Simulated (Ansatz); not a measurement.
**ClF₃OW: single points with varied inputs**

Aim: run ClF₃OW under a spread of inputs, and see what each costs and gives.

Program: Ansatz 0.2.0, Gaussian basis. Level of theory: the settings change from run to run. These are calculated values, not measurements.

### 1 The relaxed structure

The geometry comes from an earlier relaxation with PBE0-D4 in a triple-zeta def2 set; it is a stationary point. W takes a core potential in def2 sets; no spin-orbit term is included.

SMILES `[O]=[W]([F])([F])([F])[Cl]`, 6 atoms, charge 0, spin multiplicity 1.

Atoms are counted from 1 here; the program's logs count them from 0.

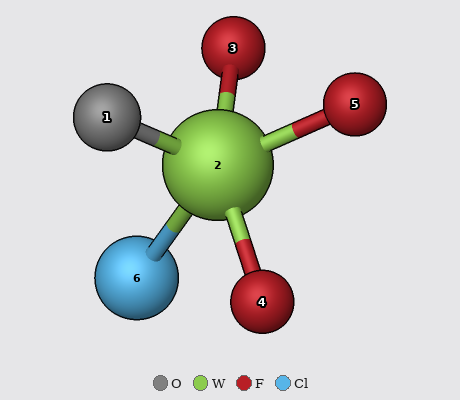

The structure; oxygen grey, tungsten green, fluorine red, chlorine blue; atoms are numbered from 1 in the order of the file.

### 2 RPBE/def2-mTZVPP

Set apart from the defaults: D3(BJ) dispersion.

File in.yaml:

```yaml
crystal:
  periodic: [false, false, false]
  atoms:
    - {symbol: O, position_ang: [-0.310343, -1.609218, 0.574433]}
    - {symbol: W, position_ang: [0.026816, -0.087573, -0.025466]}
    - {symbol: F, position_ang: [1.563771, 0.388206, 0.888860]}
    - {symbol: F, position_ang: [-1.292898, 0.158550, -1.299187]}
    - {symbol: F, position_ang: [1.156370, -0.289718, -1.478953]}
    - {symbol: Cl, position_ang: [-1.101616, 1.375752, 1.294112]}
basis:
  gaussian: {orbitals: def2-mTZVPP}
hamiltonian: {xc: {name: RPBE}, dispersion: d3bj}
output: {forces: true}
```

Started as:

```sh
$ ansatz run in.yaml --threads 4 --pin off --events-out ev --progress --plain --max-ram 10444MiB
```

Output:

```text
Functional definition: RPBE
  name "RPBE"
  cite "Hammer, Hansen & Nørskov, Phys. Rev. B 59, 7413 (1999) doi:10.1103/PhysRevB.59.7413"
  cite "Perdew, Burke & Ernzerhof, Phys. Rev. Lett. 77, 3865 (1996) doi:10.1103/PhysRevLett.77.3865"
  parameter kappa = 0.804
  parameter beta = 0.06672455060314922
  exchange = rpbe_x(kappa = kappa, mu = beta*pi^2/3)
  correlation = pbe_c(beta = beta)
1211 factors; their error is unknown
mean field evaluation 1: about -24541.5504 eV, gradient 9.9e1 eV
mean field evaluation 2: about -24290.6092 eV, gradient 3.3e2 eV
mean field evaluation 4: about -24550.2493 eV, gradient 6.4e1 eV
mean field evaluation 8: about -24557.0188 eV, gradient 1.3e0 eV
mean field evaluation 16: about -24557.0128 eV, gradient 6.8e-3 eV
mean field -24557.01277793 eV, -902.4535742477 hartree, gradient 4.9e-5 eV, S^2 0.000000; 0 other end points of the search recorded, 0 dependent functions left out
the calculation of the forces begins
reference -24557.01281270 eV, -902.4535755257 hartree; 33, 33 occupied and 126, 126 virtual orbitals, 1211 factors
Total energy: -24558.32877168 eV, -902.5019361261 hartree
Atom 0 at    -0.310343    -1.609218     0.574433 Å, force    -0.437038    -2.054725     0.786252 eV/Å
Atom 1 at     0.026816    -0.087573    -0.025466 Å, force    -0.125774     1.312561     0.026421 eV/Å
Atom 2 at     1.563771     0.388206     0.888860 Å, force     1.118637     0.340140     0.689004 eV/Å
Atom 3 at    -1.292898     0.158550    -1.299187 Å, force    -0.982450     0.171113    -0.920557 eV/Å
Atom 4 at     1.156370    -0.289718    -1.478953 Å, force     0.784425    -0.201892    -1.003024 eV/Å
Atom 5 at    -1.101616     1.375752     1.294112 Å, force    -0.357800     0.432803     0.421904 eV/Å
Dipole moment:    -0.029142     0.115472     0.025933 e Å
```

Wall time 1.9 s (4 threads of Arm Neoverse V2, shared host).

Largest force 2.243 eV/Å, dipole 0.59 D.

### 3 wB97/def2-SVPD

Options: the search for lower states set to off.

Changes to in.yaml since step 2:

```diff
@@ -10,4 +10,5 @@
 basis:
-  gaussian: {orbitals: def2-mTZVPP}
-hamiltonian: {xc: {name: RPBE}, dispersion: d3bj}
+  gaussian: {orbitals: def2-SVPD}
+hamiltonian: {xc: {name: wB97}}
+scf: {lower_state_search: off}
 output: {forces: true}
```

Same command.

Output, shortened:

```text
Functional definition: wB97
  name "wB97"
  cite "Chai & Head-Gordon, J. Chem. Phys. 128, 084106 (2008) doi:10.1063/1.2834918"
  cite "Becke, J. Chem. Phys. 107, 8554 (1997) doi:10.1063/1.475007"
[...]
  # The coefficients of nought are those of the uniform gas.
[...]
      + integral(e_c_pw_opposite_spin*poly(b97_u_opposite, 1, cos1, cos2, cos3, cos4))
[...]
1332 factors; their error is unknown
539 factors; integrals over basis functions are off by at most 3.6e-5 eV
[...]
mean field -24539.97989595 eV, -901.8276273803 hartree, gradient 5.6e-6 eV, S^2 0.000000; 0 other end points of the search recorded, 0 dependent functions left out
[...]
reference -24539.97988137 eV, -901.8276268444 hartree; 33, 33 occupied and 121, 121 virtual orbitals, 1332 factors
Total energy: -24539.97988137 eV, -901.8276268444 hartree
Atom 0 at    -0.310343    -1.609218     0.574433 Å, force     0.114035     0.436834    -0.194727 eV/Å
Atom 1 at     0.026816    -0.087573    -0.025466 Å, force    -0.343110    -0.851828     0.537328 eV/Å
Atom 2 at     1.563771     0.388206     0.888860 Å, force     0.470067     0.164290     0.311802 eV/Å
Atom 3 at    -1.292898     0.158550    -1.299187 Å, force    -0.436363     0.091307    -0.382716 eV/Å
Atom 4 at     1.156370    -0.289718    -1.478953 Å, force     0.369554    -0.084905    -0.473659 eV/Å
Atom 5 at    -1.101616     1.375752     1.294112 Å, force    -0.174183     0.244303     0.201973 eV/Å
Dipole moment:    -0.022860     0.087867     0.020632 e Å
Checks for a lower state left out: stability, starts, cluster_reference, orbital_swaps, neighbouring_geometries, increment
```

It took 3.8 s on 4 threads of Arm Neoverse V2, shared host.

Largest force 1.064 eV/Å, dipole 0.45 D.

### 4 SPW92/def2-TZVPD

This run has atoms shaken by 0.15 Å, relativity set to none, high accuracy.

File in.yaml:

```yaml
crystal:
  periodic: [false, false, false]
  atoms:
    - {symbol: O, position_ang: [-0.287234, -1.598279, 0.529245]}
    - {symbol: W, position_ang: [0.330464, -0.290602, 0.071121]}
    - {symbol: F, position_ang: [1.674739, 0.333221, 0.861830]}
    - {symbol: F, position_ang: [-1.298397, 0.369269, -1.046637]}
    - {symbol: F, position_ang: [1.250500, -0.632932, -1.391386]}
    - {symbol: Cl, position_ang: [-1.327988, 1.393898, 1.456374]}
basis:
  gaussian: {orbitals: def2-TZVPD}
hamiltonian: {xc: {name: SPW92}, pseudopotentials: {relativity: none}}
accuracy: high
```

Launched as before.

Output:

```text
Functional definition: SPW92
  name "SPW92"
  cite "Dirac, Proc. Camb. Phil. Soc. 26, 376 (1930) doi:10.1017/S0305004100016108"
  cite "Slater, Phys. Rev. 81, 385 (1951) doi:10.1103/PhysRev.81.385"
  cite "Perdew & Wang, Phys. Rev. B 45, 13244 (1992) doi:10.1103/PhysRevB.45.13244"
  exchange = slater_x
  correlation = pw_c
3961 factors; integrals over basis functions are off by at most 9.5e-9 eV
mean field evaluation 1: about -24430.5074 eV, gradient 9.9e1 eV
mean field evaluation 2: about -24155.5828 eV, gradient 3.8e2 eV
mean field evaluation 4: about -24440.8461 eV, gradient 5.7e1 eV
mean field evaluation 8: about -24446.0754 eV, gradient 1.7e0 eV
mean field evaluation 16: about -24446.0763 eV, gradient 8.9e-3 eV
mean field evaluation 32: about -24446.0763 eV, gradient 1.6e-8 eV
mean field -24446.07631278 eV, -898.3767343490 hartree, gradient 1.6e-8 eV, S^2 0.000000; 1 other end points of the search recorded, 0 dependent functions left out
reference -24446.07631864 eV, -898.3767345642 hartree; 33, 33 occupied and 216, 216 virtual orbitals, 3961 factors
Total energy: -24446.07631864 eV, -898.3767345642 hartree
```

It took 11 s on 4 threads of Arm Neoverse V2, shared host; peak memory 1.5 GiB.

### 5 r2SCANh/def2-TZVPP

Options: D3(BJ) with three-body dispersion, high accuracy.

File in.yaml:

```yaml
crystal:
  periodic: [false, false, false]
  atoms:
    - {symbol: O, position_ang: [-0.310343, -1.609218, 0.574433]}
    - {symbol: W, position_ang: [0.026816, -0.087573, -0.025466]}
    - {symbol: F, position_ang: [1.563771, 0.388206, 0.888860]}
    - {symbol: F, position_ang: [-1.292898, 0.158550, -1.299187]}
    - {symbol: F, position_ang: [1.156370, -0.289718, -1.478953]}
    - {symbol: Cl, position_ang: [-1.101616, 1.375752, 1.294112]}
basis:
  gaussian: {orbitals: def2-TZVPP}
hamiltonian: {xc: {name: r2SCANh}, dispersion: d3bjatm}
accuracy: high
```

The command is unchanged.

Output, shortened:

```text
Functional definition: r2SCANh
  name "r2SCANh"
  cite "Bursch, Neugebauer, Ehlert & Grimme, J. Chem. Phys. 156, 134105 (2022) doi:10.1063/5.0086040"
  cite "Furness, Kaplan, Ning, Perdew & Sun, J. Phys. Chem. Lett. 11, 8208 (2020) doi:10.1021/acs.jpclett.0c02405"
  cite "Furness, Kaplan, Ning, Perdew & Sun, J. Phys. Chem. Lett. 11, 9248 (2020) doi:10.1021/acs.jpclett.0c03077"
  parent r2scan
[...]
3713 factors; integrals over basis functions are off by at most 1.4e-8 eV
[...]
mean field -24553.42930112 eV, -902.3218839042 hartree, gradient 6.1e-8 eV, S^2 0.000000; 0 other end points of the search recorded, 0 dependent functions left out
reference -24553.42930222 eV, -902.3218839444 hartree; 33, 33 occupied and 189, 189 virtual orbitals, 3713 factors
Total energy: -24553.47179110 eV, -902.3234453822 hartree
```

Run time: 20 s. Hardware: 4 threads of Arm Neoverse V2, shared host; peak memory 1.5 GiB.

### 6 PBE0-DH/def2-TZVP

Set apart from the defaults: charge -1, multiplicity 2, atoms shaken by 0.08 Å.

File in.yaml:

```yaml
crystal:
  periodic: [false, false, false]
  atoms:
    - {symbol: O, position_ang: [-0.307624, -1.603357, 0.590860]}
    - {symbol: W, position_ang: [-0.134379, -0.036586, -0.079652]}
    - {symbol: F, position_ang: [1.543933, 0.497784, 0.922280]}
    - {symbol: F, position_ang: [-1.282980, 0.130126, -1.403610]}
    - {symbol: F, position_ang: [1.132244, -0.251064, -1.365452]}
    - {symbol: Cl, position_ang: [-1.158217, 1.448164, 1.277642]}
basis:
  gaussian: {orbitals: def2-TZVP}
total_charge: -1
magnetization: {spin_polarized: true, initial_magnetization: 1}
hamiltonian: {xc: {name: PBE0-DH}}
output: {forces: true}
```

The command is unchanged.

Output, shortened:

```text
Functional definition: PBE0-DH
  name "PBE0-DH"
  cite "Brémond & Adamo, J. Chem. Phys. 135, 024106 (2011) doi:10.1063/1.3604569"
  cite "Perdew, Burke & Ernzerhof, Phys. Rev. Lett. 77, 3865 (1996) doi:10.1103/PhysRevLett.77.3865"
[...]
1406 factors; integrals over basis functions are off by at most 8.2e-4 eV
[...]
mean field -24536.51131036 eV, -901.7001592112 hartree, gradient 8.2e-6 eV, S^2 0.756215; 4 other end points of the search recorded, 0 dependent functions left out
9 core orbitals not correlated: weight in the atoms' cores, before any rotation towards them, 1.000 or more for the frozen orbitals, at most 0.000 for the correlated occupied ones
reference -24536.51133026 eV, -901.7001599424 hartree; 25, 24 occupied and 167, 168 virtual orbitals, 1406 factors
second order -53.17996880 eV of doubles, -0.00000000 eV of singles
[...]
Total energy: -24543.15882636 eV, -901.9444509182 hartree
Atom 0 at    -0.307624    -1.603357     0.590860 Å, force    -0.728559     0.922230    -0.486854 eV/Å
Atom 1 at    -0.134379    -0.036586    -0.079652 Å, force     5.376619    -3.240549     7.594125 eV/Å
Atom 2 at     1.543933     0.497784     0.922280 Å, force    -1.107622     0.138760    -0.558171 eV/Å
Atom 3 at    -1.282980     0.130126    -1.403610 Å, force    -4.061341     0.842300    -4.498134 eV/Å
Atom 4 at     1.132244    -0.251064    -1.365452 Å, force     1.743778    -0.023423    -2.854079 eV/Å
Atom 5 at    -1.158217     1.448164     1.277642 Å, force    -1.222876     1.360681     0.803112 eV/Å
Dipole moment:    -0.341933     0.106270    -0.363672 e Å
```

Run time: 30 s. Hardware: 4 threads of Arm Neoverse V2, shared host; peak memory 1.1 GiB.

Largest force 9.853 eV/Å, ⟨S²⟩ 0.756.

### 7 BLYP/def2-mTZVP

Set apart from the defaults: charge -1, multiplicity 2, restricted open-shell orbitals, relativity set to scalar.

File in.yaml:

```yaml
crystal:
  periodic: [false, false, false]
  atoms:
    - {symbol: O, position_ang: [-0.310343, -1.609218, 0.574433]}
    - {symbol: W, position_ang: [0.026816, -0.087573, -0.025466]}
    - {symbol: F, position_ang: [1.563771, 0.388206, 0.888860]}
    - {symbol: F, position_ang: [-1.292898, 0.158550, -1.299187]}
    - {symbol: F, position_ang: [1.156370, -0.289718, -1.478953]}
    - {symbol: Cl, position_ang: [-1.101616, 1.375752, 1.294112]}
basis:
  gaussian: {orbitals: def2-mTZVP}
total_charge: -1
magnetization: {spin_polarized: false, initial_magnetization: 1}
hamiltonian: {xc: {name: BLYP}, pseudopotentials: {relativity: scalar}}
output: {forces: true}
```

Same command.

Output, shortened:

```text
Functional definition: BLYP
  name "BLYP"
  cite "Becke, Phys. Rev. A 38, 3098 (1988) doi:10.1103/PhysRevA.38.3098"
  cite "Lee, Yang & Parr, Phys. Rev. B 37, 785 (1988) doi:10.1103/PhysRevB.37.785"
[...]
1152 factors; their error is unknown
[...]
mean field -24600.26600943 eV, -904.0431011874 hartree, gradient 4.9e-5 eV, S^2 0.750000; 2 other end points of the search recorded, 0 dependent functions left out
[...]
reference -24600.26634724 eV, -904.0431136018 hartree; 34, 33 occupied and 105, 106 virtual orbitals, 1152 factors
Total energy: -24600.26634724 eV, -904.0431136018 hartree
Relativity: scalar
Atom 0 at    -0.310343    -1.609218     0.574433 Å, force    -0.813764    -3.539143     1.433931 eV/Å
Atom 1 at     0.026816    -0.087573    -0.025466 Å, force    -0.766383    -0.401150     1.042603 eV/Å
Atom 2 at     1.563771     0.388206     0.888860 Å, force     3.469038     1.301606     1.794835 eV/Å
Atom 3 at    -1.292898     0.158550    -1.299187 Å, force    -2.743092     0.802127    -2.963442 eV/Å
Atom 4 at     1.156370    -0.289718    -1.478953 Å, force     2.230728    -0.139226    -2.897759 eV/Å
Atom 5 at    -1.101616     1.375752     1.294112 Å, force    -1.376526     1.975787     1.589832 eV/Å
Dipole moment:     0.055433     0.056463    -0.078289 e Å
```

It took 6 s on 4 threads of Arm Neoverse V2, shared host.

Largest force 4.117 eV/Å.

### 8 rPW86-PBE/def2-TZVPD

This run has D3(BJ) with three-body dispersion, high accuracy.

Changes to in.yaml since step 7:

```diff
@@ -10,6 +10,4 @@
 basis:
-  gaussian: {orbitals: def2-mTZVP}
-total_charge: -1
-magnetization: {spin_polarized: false, initial_magnetization: 1}
-hamiltonian: {xc: {name: BLYP}, pseudopotentials: {relativity: scalar}}
-output: {forces: true}
+  gaussian: {orbitals: def2-TZVPD}
+hamiltonian: {xc: {name: rPW86-PBE}, dispersion: d3bjatm}
+accuracy: high
```

The command is unchanged.

Output:

```text
Functional definition: rPW86-PBE
  name "rPW86-PBE"
  cite "Murray, Lee & Langreth, J. Chem. Theory Comput. 5, 2754 (2009) doi:10.1021/ct900365q"
  cite "Perdew, Burke & Ernzerhof, Phys. Rev. Lett. 77, 3865 (1996) doi:10.1103/PhysRevLett.77.3865"
  parent pbe
  exchange = rpw86_x
  correlation = pbe_c
3977 factors; integrals over basis functions are off by at most 4.8e-9 eV
mean field evaluation 1: about -24571.5124 eV, gradient 1.1e2 eV
mean field evaluation 2: about -24292.6635 eV, gradient 3.5e2 eV
mean field evaluation 4: about -24579.8945 eV, gradient 7.8e1 eV
mean field evaluation 8: about -24589.6158 eV, gradient 1.6e0 eV
mean field evaluation 16: about -24589.6148 eV, gradient 3.3e-3 eV
mean field -24589.61483155 eV, -903.6516776200 hartree, gradient 6.7e-8 eV, S^2 0.000000; 0 other end points of the search recorded, 0 dependent functions left out
reference -24589.61484870 eV, -903.6516782500 hartree; 33, 33 occupied and 216, 216 virtual orbitals, 3977 factors
Total energy: -24589.76130530 eV, -903.6570604308 hartree
```

Wall time 25 s (4 threads of Arm Neoverse V2, shared host); peak memory 1.8 GiB.

### 9 B3LYP/def2-TZVPP

Options: D4 dispersion.

Changes to in.yaml since step 8:

```diff
@@ -10,4 +10,4 @@
 basis:
-  gaussian: {orbitals: def2-TZVPD}
-hamiltonian: {xc: {name: rPW86-PBE}, dispersion: d3bjatm}
-accuracy: high
+  gaussian: {orbitals: def2-TZVPP}
+hamiltonian: {xc: {name: B3LYP}, dispersion: d4}
+output: {forces: true}
```

The command is unchanged.

Output, shortened:

```text
Functional definition: B3LYP
  name "B3LYP"
  cite "Stephens, Devlin, Chabalowski & Frisch, J. Phys. Chem. 98, 11623 (1994) doi:10.1021/j100096a001"
  cite "Becke, Phys. Rev. A 38, 3098 (1988) doi:10.1103/PhysRevA.38.3098"
  cite "Lee, Yang & Parr, Phys. Rev. B 37, 785 (1988) doi:10.1103/PhysRevB.37.785"
  cite "Vosko, Wilk & Nusair, Can. J. Phys. 58, 1200 (1980) doi:10.1139/p80-159"
[...]
1312 factors; their error is unknown
[...]
mean field -24559.46033916 eV, -902.5435204639 hartree, gradient 1.6e-5 eV, S^2 0.000000; 0 other end points of the search recorded, 0 dependent functions left out
[...]
reference -24559.46058707 eV, -902.5435295746 hartree; 33, 33 occupied and 189, 189 virtual orbitals, 1312 factors
Total energy: -24559.73988989 eV, -902.5537937637 hartree
Atom 0 at    -0.310343    -1.609218     0.574433 Å, force    -0.126102    -0.568595     0.224319 eV/Å
Atom 1 at     0.026816    -0.087573    -0.025466 Å, force     0.023823     0.128879    -0.044660 eV/Å
Atom 2 at     1.563771     0.388206     0.888860 Å, force     0.347651     0.120719     0.186718 eV/Å
Atom 3 at    -1.292898     0.158550    -1.299187 Å, force    -0.280427     0.070111    -0.294606 eV/Å
Atom 4 at     1.156370    -0.289718    -1.478953 Å, force     0.238569    -0.027297    -0.308698 eV/Å
Atom 5 at    -1.101616     1.375752     1.294112 Å, force    -0.203514     0.276183     0.236927 eV/Å
Dipole moment:    -0.048255     0.148090     0.047463 e Å
```

Run time: 4 s. Hardware: 4 threads of Arm Neoverse V2, shared host; peak memory 0.63 GiB.

Largest force 0.624 eV/Å, dipole 0.78 D.

### 10 B97M-V/def2-TZVPP

Changes to in.yaml since step 9:

```diff
@@ -11,3 +11,2 @@
   gaussian: {orbitals: def2-TZVPP}
-hamiltonian: {xc: {name: B3LYP}, dispersion: d4}
-output: {forces: true}
+hamiltonian: {xc: {name: B97M-V}}
```

Same command.

Output, shortened:

```text
Functional definition: B97M-V
  name "B97M-V"
  cite "Mardirossian & Head-Gordon, J. Chem. Phys. 142, 074111 (2015) doi:10.1063/1.4907719"
  cite "Becke, J. Chem. Phys. 107, 8554 (1997) doi:10.1063/1.475007"
  cite "Vydrov & Van Voorhis, J. Chem. Phys. 133, 244103 (2010) doi:10.1063/1.3521275"
  # Of w^i u^j: cxij and so on, Table III.
[...]
  gx(w, u) = cx00 + cx01*u + cx02*u^2 + (cx10 + cx11*u)*w
  gss(w, u) = css00 + css02*u^2 + css10*w + (css32*w^3 + css42*w^4)*u^2
  gos(w, u) = cos00 + cos01*u + cos03*u^3 + cos10*w + cos32*w^3*u^2
[...]
      + integral(e_c_pw_mod_opposite_spin*gos(b97_w_opposite, b97_u_opposite)) + vv10(b, c)
1248 factors; their error is unknown
[...]
mean field -24552.03940482 eV, -902.2708061570 hartree, gradient 3.7e-5 eV, S^2 0.000000; 0 other end points of the search recorded, 0 dependent functions left out
reference -24552.03946239 eV, -902.2708082729 hartree; 33, 33 occupied and 189, 189 virtual orbitals, 1248 factors
Total energy: -24552.03946239 eV, -902.2708082729 hartree
```

Run time: 8.5 s. Hardware: 4 threads of Arm Neoverse V2, shared host.

### 11 All runs side by side

| level | charge | multiplicity | geometry | functions | energy (eV) | time |
| --- | --- | --- | --- | --- | --- | --- |
| RPBE/def2-mTZVPP | 0 | 1 | relaxed | 159 | -24558.329 | 1.9 s |
| wB97/def2-SVPD | 0 | 1 | relaxed | 154 | -24539.980 | 3.8 s |
| SPW92/def2-TZVPD | 0 | 1 | shaken | 249 | -24446.076 | 11 s |
| r2SCANh/def2-TZVPP | 0 | 1 | relaxed | 222 | -24553.472 | 20 s |
| PBE0-DH/def2-TZVP | -1 | 2 | shaken | 201 | -24543.159 | 30 s |
| BLYP/def2-mTZVP | -1 | 2 | relaxed | 139 | -24600.266 | 6 s |
| rPW86-PBE/def2-TZVPD | 0 | 1 | relaxed | 249 | -24589.761 | 25 s |
| B3LYP/def2-TZVPP | 0 | 1 | relaxed | 222 | -24559.740 | 4 s |
| B97M-V/def2-TZVPP | 0 | 1 | relaxed | 222 | -24552.039 | 8.5 s |

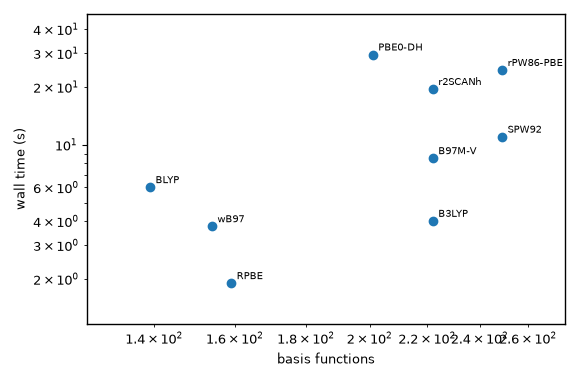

Wall time against the number of basis functions (shared host).

### 12 Results

```
                                         quantity                    value
                                             runs                        9
                                         quickest  RPBE/def2-mTZVPP, 1.9 s
                                          slowest  PBE0-DH/def2-TZVP, 30 s
spread of total energies, same state and geometry                  49.8 eV
                  dipole, same state and geometry           0.45 to 0.78 D
```

**Reading.** PBE0-DH/def2-TZVP took 16 times as long as RPBE/def2-mTZVPP. The jobs differ in tasks and options as well as level. The totals spread over 50 eV; they can't be compared across methods or bases. At the PBE0-D4/def2-TZVP geometry and in the same state, runs without warnings or point charges leave forces up to 2.24 eV/Å (RPBE/def2-mTZVPP). At that geometry and state the dipole changes by 75 % between the lowest and highest value.
